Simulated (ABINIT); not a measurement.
# BaH2 (P6_3/mmc): G0W0 with ABINIT, start to end, part 3 of 3

Wanted: ground state, empty states, screening and self-energy for BaH2 (P6_3/mmc).

ABINIT 10.8.3; PBEsol and many-body steps on it, plane waves. Known limits of the many-body steps: not at the basis limit; no spin-orbit coupling; coarse k mesh.

So far. Step 3 (Bands along the symmetry lines): The gap is 1.473 eV, as in the run before at this level. Step 4 (Empty states on the mesh, 3×3×2 mesh, 199 bands): On this mesh the gap is 1.473 eV.

### 5. Screening, 3×3×2 mesh, 181 bands, screening to 136.1 eV

The RPA dielectric matrix is built and inverted for each q.

This step: RPA screening on PBEsol, plane waves, norm-conserving pseudopotentials.

run.abi reads:

```
acell 3*1.0 Angstrom
rprim 
  4.462025052349 0.000000000014 0.000000000000
  -2.231012526186 3.864227047650 0.000000000000
  0.000000000000 0.000000000000 6.055292590000
ntypat 2
znucl 56 1
natom 6
typat 1 1 2 2 2 2
xred 
  0.666666666667 0.333333333333 0.750000000000
  0.333333333333 0.666666666667 0.250000000000
  0.333333333333 0.666666666667 0.750000000000
  0.666666666667 0.333333333333 0.250000000000
  0.000000000000 0.000000000000 0.500000000000
  0.000000000000 0.000000000000 0.000000000000
pp_dirpath "pseudos"
pseudos "Ba.upf, H.upf"
ecut 32
ngkpt 3 3 2
nshiftk 1
shiftk 0 0 0
kptopt 1
chksymbreak 0
istwfk *1
occopt 1
irdwfk 1
optdriver 3
nband 181
ecuteps 5
inclvkb 2
awtr 1
symchi 1
indata_prefix "in"
outdata_prefix "out"
tmpdata_prefix "tmp"
```

The run is started by

```sh
$ OMP_NUM_THREADS=1 mpirun -n 4 abinit run.abi > log
```

Numbers of over 12 decimals in the logs are rounded to 6 here.

Output:

```text
.Version 10.8.3 of ABINIT. v10.8.2 released Aug 2026.

 Symmetries : space group P6_3/m m c (#194); Bravais hP (primitive hexag.)
[... echo of the input left out ...]
== DATASET  1 ==================================================================
-   mpi_nproc: 4, omp_nthreads: 1 (-1 if OMP is not activated)

--- !DatasetInfo
iteration_state: {dtset: 1, }
dimensions: {natom: 6, nkpt: 6, mband: 181, nsppol: 1, nspinor: 1, nspden: 1, mpw: 6126, }
cutoff_energies: {ecut:  32.0, pawecutdg:  -1.0, }
electrons: {nelect:   2.40000000E+01, charge:   0.00000000E+00, occopt:   1.00000000E+00, tsmear:   1.00000000E-02, }

 SCREENING: Calculation of the susceptibility and dielectric matrices

 Based on a program developped by R.W. Godby, V. Olevano, G. Onida, and L. Reining.
 Incorporated in ABINIT by V. Olevano, G.-M. Rignanese, and M. Torrent.
.Using double precision arithmetic ; gwpc =  8

[... cell and pseudopotentials left out ...]
--------------------------------------------------------------------------------

 ==== K-mesh for the wavefunctions ====
 Number of points in the irreducible wedge :     6
[... list of points left out ...]
 Together with 24 symmetry operations and time-reversal symmetry
 yields    18 points in the full Brillouin Zone.

 ==== Q-mesh for the screening function ====
 Number of points in the irreducible wedge :     6
[... list of points left out ...]
 Together with 24 symmetry operations and time-reversal symmetry
 yields    18 points in the full Brillouin Zone.

 setmesh: FFT mesh size selected  =    32x   32x   48
          total number of points  =        49152

 vcoul_init : cutoff-mode = AUXILIARY_FUNCTION
 q-points for optical limit:   1
     1)      0.000010    0.000020    0.000030

- screening: taking advantage of time-reversal symmetry
- Maximum band index for partially occupied states nbvw = 12
- Remaining bands to be divided among processors   nbcw = 169
- Number of bands treated by each node ~42

 Number of electrons calculated from density =   24.0000; Expected =   24.0000
 average of density, n =  0.034063
 r_s =    1.9137
 omega_plasma =   17.8032 [eV]

 calculating chi0 at frequencies [eV] :
  1    0.000000E+00    0.000000E+00
  2    0.000000E+00    1.780320E+01

--------------------------------------------------------------------------------
  q-point number  1        q = ( 0.000000, 0.000000, 0.000000) [r.l.u.]
--------------------------------------------------------------------------------
[... chi0 elements left out ...]
 For q-point:  0.000010 0.000020 0.000030
  dielectric constant =   5.8416
  dielectric constant without local fields =   6.5042

  Average fulfillment of the sum rule on Im[epsilon] for q-point    1 :     93.87  [%]
[... wings left out ...]
  q-point number  2        q = ( 0.333333, 0.000000, 0.000000) [r.l.u.]
--------------------------------------------------------------------------------
[... chi0 elements left out ...]
  Average fulfillment of the sum rule on Im[epsilon] for q-point    2 :     98.05  [%]

 [... 4 further q-points ...]
```

Elapsed: 38 s, on 4 MPI ranks of Arm Neoverse V2, shared host; peak memory 1.6 GiB; 2.5 min of CPU time.

Numbers from this step:

```yaml
eps_infinity_with_local_fields_on_this_mesh_along_the_program_s_q_direction: 5.842
the_same_without_local_fields: 6.504
plasma_frequency: 17.80 eV
plane_waves_in_the_screening_matrix: 377
```

Local fields lower ε∞ by 10 %. On a Γ-centred mesh this coarse the value itself is usually too large, while a short band sum pulls it down.

### 6. Self-energy, 3×3×2 mesh, 181 bands, screening to 136.1 eV

The self-energy is evaluated for the states that the input lists, and the levels follow from it, in one-shot runs by the linearised quasiparticle equation.

This step: G0W0 on PBEsol, plane waves, norm-conserving pseudopotentials.

run.abi, as its differences from that of step 5:

```diff
@@ -27,8 +27,17 @@
 irdwfk 1
-optdriver 3
+optdriver 4
 nband 181
+gwcalctyp 0
+ecutsigx 32
+symsigma 1
+nkptgw 2
+kptgw 
+  0.0000000000 0.0000000000 0.0000000000
+  0.3333333333 0.3333333333 0.5000000000
+bdgw 
+  11 14
+  11 14
 ecuteps 5
-inclvkb 2
-awtr 1
-symchi 1
+irdscr 1
+ppmodel 1
 indata_prefix "in"
```

Output:

```text
.Version 10.8.3 of ABINIT. v10.8.2 released Aug 2026.

 Symmetries : space group P6_3/m m c (#194); Bravais hP (primitive hexag.)
[... echo of the input left out ...]
== DATASET  1 ==================================================================
-   mpi_nproc: 4, omp_nthreads: 1 (-1 if OMP is not activated)

--- !DatasetInfo
iteration_state: {dtset: 1, }
dimensions: {natom: 6, nkpt: 6, mband: 181, nsppol: 1, nspinor: 1, nspden: 1, mpw: 6126, }
cutoff_energies: {ecut:  32.0, pawecutdg:  -1.0, }
electrons: {nelect:   2.40000000E+01, charge:   0.00000000E+00, occopt:   1.00000000E+00, tsmear:   1.00000000E-02, }

 SIGMA: Calculation of the GW corrections

 Based on a program developped by R.W. Godby, V. Olevano, G. Onida, and L. Reining.
 Incorporated in ABINIT by V. Olevano, G.-M. Rignanese, and M. Torrent.
.Using double precision arithmetic ; gwpc =  8

[... cell and pseudopotentials left out ...]
--------------------------------------------------------------------------------

 ==== K-mesh for the wavefunctions ====
 Number of points in the irreducible wedge :     6
[... list of points left out ...]
 Together with 24 symmetry operations and time-reversal symmetry
 yields    18 points in the full Brillouin Zone.

 ==== Q-mesh for screening function ====
 Number of points in the irreducible wedge :     6
[... list of points left out ...]
 Together with 24 symmetry operations and time-reversal symmetry
 yields    18 points in the full Brillouin Zone.

 vcoul_init : cutoff-mode = AUXILIARY_FUNCTION
 q-points for optical limit:   1
     1)      0.000010    0.000020    0.000030
 setmesh: FFT mesh size selected  =    40x   40x   60
          total number of points  =        96000

 Number of electrons calculated from density =   24.0000; Expected =   24.0000
 average of density, n =  0.034063
 r_s =    1.9137
 omega_plasma =   17.8032 [eV]

 === KS Band Gaps ===
  >>>> For spin  1
   Minimum direct gap =   2.7256 [eV], located at k-point      :   0.0000  0.0000  0.0000
   Fundamental gap    =   1.4734 [eV], Top of valence bands at :   0.0000  0.0000  0.0000
                                       Bottom of conduction at :   0.3333  0.3333  0.5000
 SIGMA fundamental parameters:
 PLASMON POLE MODEL  1
 number of plane-waves for SigmaX                 6089
 number of plane-waves for SigmaC and W            377
 number of plane-waves for wavefunctions          6089
 number of bands                                   181
 number of independent spin polarizations            1
 number of spinorial components                      1
 number of k-points in IBZ                           6
 number of q-points in IBZ                           6
 number of symmetry operations                      24
 number of k-points in BZ                           18
 number of q-points in BZ                           18
 number of frequencies for dSigma/dE                 9
 frequency step for dSigma/dE [eV]                0.25
 number of omega for Sigma on real axis              0
 max omega for Sigma on real axis  [eV]           0.00
 zcut for avoiding poles [eV]                     0.10

 EPSILON^-1 parameters (SCR file):
 dimension of the eps^-1 matrix on file            377
 dimension of the eps^-1 matrix used               377
 number of plane-waves for wavefunctions          6089
 number of bands                                   181
 number of q-points in IBZ                           6
 number of frequencies                               2
 number of real frequencies                          1
 number of imag frequencies                          1

 matrix elements of self-energy operator (all in [eV])

 Perturbative Calculation

--- !SelfEnergy_ee
iteration_state: {dtset: 1, }
kpoint     : [   0.000,    0.000,    0.000, ]
spin       : 1
KS_gap     :    2.726
QP_gap     :    4.325
Delta_QP_KS:    1.599
data: !SigmaeeData |
     Band     E0 <VxcDFT>   SigX SigC(E0)      Z dSigC/dE  Sig(E)    E-E0       E
       11   3.623 -10.601 -13.543   1.715   0.772  -0.295 -11.548  -0.947   2.676
       12   4.131 -10.778 -13.538   1.542   0.775  -0.291 -11.722  -0.944   3.187
       13   6.857  -9.229  -4.726  -3.696   0.813  -0.230  -8.573   0.655   7.512
       14   6.857  -9.229  -4.726  -3.696   0.813  -0.230  -8.573   0.655   7.512

--- !SelfEnergy_ee
iteration_state: {dtset: 1, }
kpoint     : [   0.333,    0.333,    0.500, ]
spin       : 1
KS_gap     :    3.017
QP_gap     :    4.634
Delta_QP_KS:    1.616
data: !SigmaeeData |
     Band     E0 <VxcDFT>   SigX SigC(E0)      Z dSigC/dE  Sig(E)    E-E0       E
       11   2.587 -11.072 -14.405   2.020   0.774  -0.292 -12.089  -1.017   1.570
       12   2.587 -11.072 -14.405   2.020   0.774  -0.292 -12.089  -1.017   1.570
       13   5.605  -8.695  -4.279  -3.679   0.814  -0.229  -8.096   0.599   6.203
       14   5.605  -8.695  -4.279  -3.679   0.814  -0.229  -8.096   0.599   6.203

== END DATASET(S) ==============================================================
================================================================================

 -outvars: echo values of variables after computation  --------
           etotal      0.0000000000E+00
            nband         181
             nkpt           6
          spgroup         194
 [... the other variables as echoed above ...]

 Calculation completed.
```

Run time: 17 s. Hardware: 4 MPI ranks; peak memory 1.5 GiB; 69 s of CPU time.

Numbers from this step:

- G0W0 gap on the points computed: 3.016 eV
- starting gap on the mesh: 1.473 eV
- k of the valence top: 0, 0, 0
- k of the conduction bottom: 0.3333, 0.3333, 0.5
- Z at the valence top: 0.775
- Z at the conduction bottom: 0.814
- least direct G0W0 gap on the computed points: 4.325 eV

The gap on the mesh goes from 1.47 eV to 3.02 eV, a correction of +1.54 eV.

Limits: finite bands, cutoff and mesh; no spin-orbit coupling; coarse k mesh. v1 is the top filled band, c1 the lowest empty one. Levels before and after the correction, in eV, zero at the valence-band top of each column:

|  | conduction bottom | valence top |
| --- | --- | --- |
| Kohn-Sham | 1.47 | 0.00 |
| G0W0 | 3.02 | 0.00 |

|  | level | energy (eV) |
| --- | --- | --- |
| Kohn-Sham | Γ v2 | -0.508 |
| Kohn-Sham | Γ v1 | 0.000 |
| Kohn-Sham | Γ c1-c2 | 2.725 |
| Kohn-Sham | (0.333 0.333 0.5) v2-v1 | -1.544 |
| Kohn-Sham | (0.333 0.333 0.5) c1-c2 | 1.473 |
| G0W0 | Γ v2 | -0.511 |
| G0W0 | Γ v1 | 0.000 |
| G0W0 | Γ c1-c2 | 4.325 |
| G0W0 | (0.333 0.333 0.5) v2-v1 | -1.617 |
| G0W0 | (0.333 0.333 0.5) c1-c2 | 3.016 |

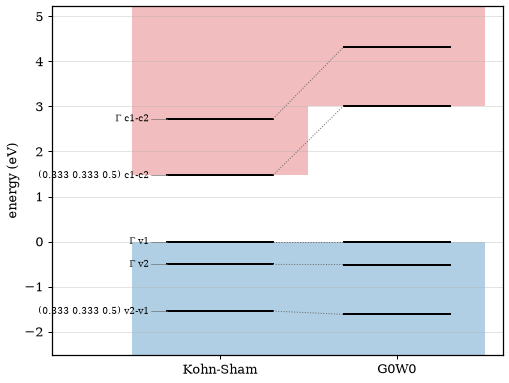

Levels before and after the correction. Shaded: valence and conduction bands.

### 7. Where the time went

Times are wall times on 4 MPI ranks of Arm Neoverse V2, shared host, good to a factor of about two.

| step | time | share | memory (GiB) |
| --- | --- | --- | --- |
| ground state | 21 s | 12 % | 0.37 |
| bands along the symmetry lines | 30 s | 17 % | 0.41 |
| empty states on the mesh | 69 s | 40 % | 0.43 |
| screening | 38 s | 22 % | 1.6 |
| self-energy | 17 s | 10 % | 1.5 |

### 8. What came out

| Quantity | Value |
| --- | --- |
| PBEsol gap | 1.47 eV, indirect |
| G0W0 gap on the mesh | 3.02 eV |
| GW settings | 3×3×2 mesh, 181 bands, screening to 136.1 eV, Godby-Needs plasmon pole |
| known limits | not at the basis limit; no spin-orbit coupling; coarse k mesh |

G0W0 moves the gap on the mesh from 1.47 eV to 3.02 eV (+1.54 eV), with Z of 0.78 and 0.81 at the edges. Local fields lower the RPA ε∞ on this mesh from 6.50 to 5.84; a Γ-centred mesh this coarse tends to raise both, most where the direct gap is narrow, while a short band sum lowers them. Only 2 of the mesh's irreducible points were corrected, so a valley elsewhere could overtake. The dearest step here is «empty states on the mesh». Bands and cutoff are finite, so the gap is not at the basis limit. The miss can reach some tenths of an eV and take either sign; the mesh is an error of its own. In the G0W0 run levels were corrected at 2 k points alone, so a gap called «on the mesh» is the least over those, and an edge elsewhere would be missed. The 3×3×2 mesh is coarse for this cell, which bears on the long-range parts of exchange and screening. The many-body steps are scalar-relativistic: spin-orbit coupling is not in them.

[Paths, hosts, dates, memory and timing lines, banners, echoed tables and standing remarks are left out of the program output.]

[Logs are printed without paths, hosts, clocks, repeated set-up lines and the standing remarks that a program may print on its own settings, such as how far it seeks lower states.]

[Runs of the session that timed out or met a known fault of the program may be left out.]

[Hosts, paths, dates, database ids (printed as entryN), source tags and the programs' standing remarks are cut or masked in the printed files.]

[G0W0 gaps are taken among the corrected bands and points alone; a level outside them can change the order at an edge.]

[Where Ansatz stands beside ABINIT at settings called matched, ABINIT's density can come from a denser mesh and the files from another edition; pairs whose starting gaps differed by over 0.03 eV were left out, so agreement reads better than it is.]
